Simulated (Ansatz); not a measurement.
**Al2Cl2F2H2O2 (SMILES [F][Al-]1([Cl])[OH+][Al-]([F])([Cl])[OH+]1): density, localisation and related maps**

The calculation's input:

```
crystal:
  periodic: [false, false, false]
  atoms:
    - {symbol: Al, position_ang: [-1.909160, -0.911362, -1.250498]}
    - {symbol: Al, position_ang: [-0.471141, -0.250226, -3.566290]}
    - {symbol: Cl, position_ang: [-3.010025, 0.498203, -0.167936]}
    - {symbol: Cl, position_ang: [0.630143, -1.658671, -4.649872]}
    - {symbol: F, position_ang: [-1.902060, -2.476166, -0.696513]}
    - {symbol: F, position_ang: [-0.478873, 1.314860, -4.119494]}
    - {symbol: O, position_ang: [-2.144654, -0.819434, -3.069250]}
    - {symbol: O, position_ang: [-0.235535, -0.342544, -1.747557]}
    - {symbol: H, position_ang: [-2.917675, -1.014412, -3.604922]}
    - {symbol: H, position_ang: [0.537647, -0.148068, -1.211935]}
basis:
  gaussian: {orbitals: def2-SVPD}
hamiltonian: {xc: pbe0}
output: {forces: true, orbitals: {seedname: orbitals}}
```

Command:

```sh
ansatz run input.yaml --threads 2 --pin off --max-ram 6090MiB --events-out events.jsonl --progress --plain --runs-dir runs
```

Geometry: PBE0-D4/def2-SVP.

Computed with isolated molecule in a Gaussian basis; Kohn-Sham density functional theory, functional PBE0 (Ansatz).

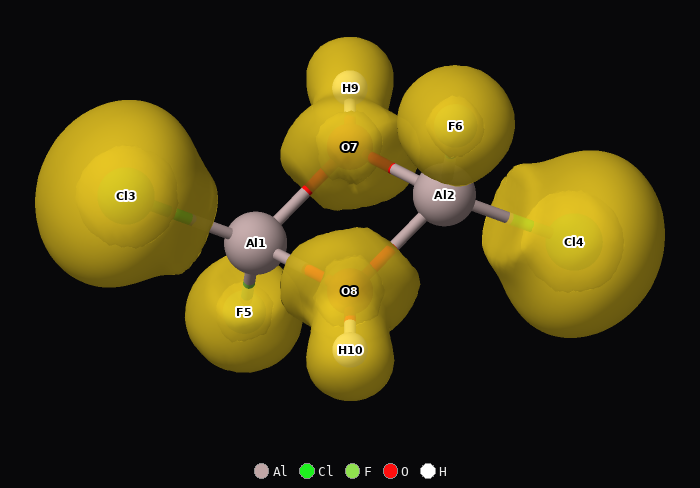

Figure 1. Isosurface of the electron localisation function at 0.75 (yellow), seen at a tilt. Only the valence region is drawn (cores and ρ < 0.01 e/Å³ removed).

What do the ELF domains correspond to?

The ELF exceeds this value in two regions on Cl in which the atom's valence shell and bonds are merged, two regions wrapped around F (the valence shell of each) and two joined regions spread over several atoms (H, O), in which their bonds and any lone pairs are merged. Along the contacts the grid gives the following. Al–F (1.66 Å): the ELF peaks at about 0.85 in the valence shell of F, 0.6 Å from its nucleus, and is about 0.25 at the midpoint. Al–O (1.84 Å): the ELF peaks at about 0.90 in the valence shell of O, 0.6 Å from its nucleus, and is about 0.45 at the midpoint.

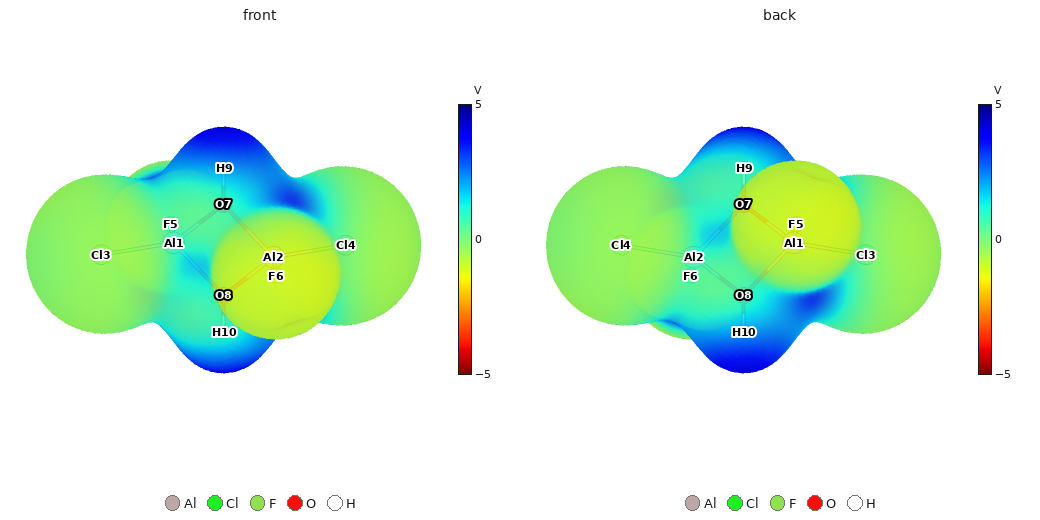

Figure 2. The electrostatic potential painted on the density surface at 0.002 e/bohr³, seen from the front and from behind; red is negative and blue positive.

Where is the surface potential most negative and most positive?

The most negative region (about −1.3 V) lies over F5 and F6, the most positive (about +4.0 V) over H9 and H10.

What dipole moment does the calculation give?

Its dipole moment is zero.

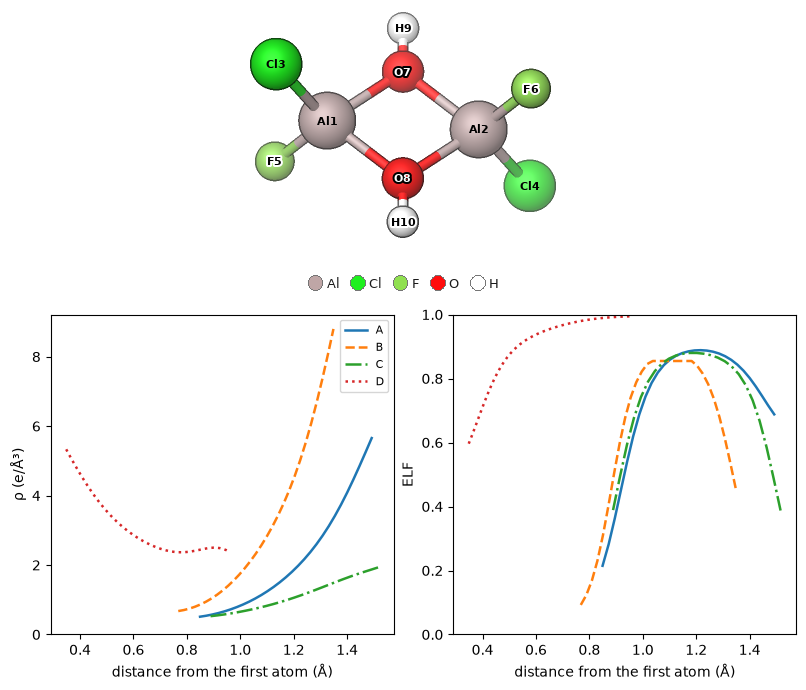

Figure 3. Total electron density and electron localisation function along straight lines between neighbouring atoms. The curves leave out the atomic cores. The structure is drawn too.

Which curve belongs to which contact (Al–Cl, Al–F, Al–O and O–H)? The first atom named is at distance zero.

Curve A: Al–O (1.84 Å): ρ at the midpoint is about 0.62 e/Å³; the ELF peaks at about 0.90 in the valence shell of O, 0.6 Å from its nucleus, and is about 0.45 at the midpoint. Curve B: Al–F (1.66 Å): ρ at the midpoint is about 0.8 e/Å³; the ELF peaks at about 0.85 in the valence shell of F, 0.6 Å from its nucleus, and is about 0.25 at the midpoint. Curve C: Al–Cl (2.09 Å): ρ at the midpoint is about 0.73 e/Å³; the ELF peaks at about 0.90 in the valence shell of Cl, 0.9 Å from its nucleus, and is about 0.80 at the midpoint. Curve D: O–H (0.96 Å): ρ is about 3.7 e/Å³ halfway; the ELF climbs to about 1 towards the hydrogen, as it does in any bond to H; a covalent bond by its length.

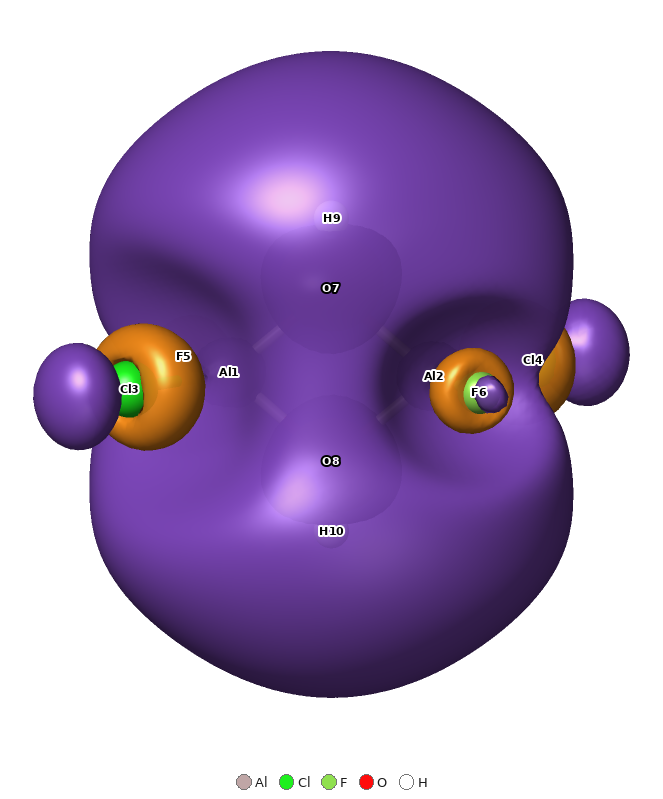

Figure 4. The LUMO at ±0.04 Å⁻³ᐟ² (orange and purple are the two phases), seen across its widest extent.

Describe this orbital and give its energy.

By Hirshfeld shares it lies mainly on Al1 (about 25 %), Al2 (about 25 %), H9 (about 15 %) and H10 (about 15 %); it is gerade (even under inversion). Its energy is −1.28 eV.
